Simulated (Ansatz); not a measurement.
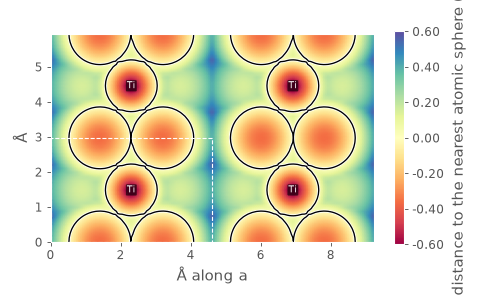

Map of the distance to the nearest atomic sphere in TiO2 (P4_2/mnm, No. 136), computed on the section y = 0.500 (parallel to a and c; the dashed line is one cell). The black line marks the spheres' surfaces; positive values are empty space; unlabelled circles belong to atoms above or below the section.

Atoms are hard spheres with Shannon crystal radii (six-coordinate where tabulated): O 1.26 Å, Ti 0.74 Å.

Source of the atomic positions: the input geometry of an electronic-structure calculation (not necessarily at equilibrium).

```
O Ti
1.0
     4.61070    0.00000    0.00000
     0.00000    4.61070    0.00000
     0.00000    0.00000    2.97320
O Ti
4 2
Direct
  0.30530 0.30530 0.00000
  0.19470 0.80530 0.50000
  0.69470 0.69470 0.00000
  0.80530 0.19470 0.50000
  0.00000 0.00000 0.00000
  0.50000 0.50000 0.50000
```

Q: Where is the largest hole in this section, and how large is it?

A: At 0.000, 0.500, 0.250 (fractional), where the distance reaches 0.57 Å; it is enclosed by 4 O in a tetrahedral arrangement. It is the largest hole of the crystal.

Q: How much of the crystal lies outside the spheres?

A: About 42 % of the cell's volume, and 52 % of this section's area.

Q: What can pass through?

A: The largest sphere that fits anywhere has a diameter of 1.14 Å; the largest that can travel through the crystal, about 1.0 Å.
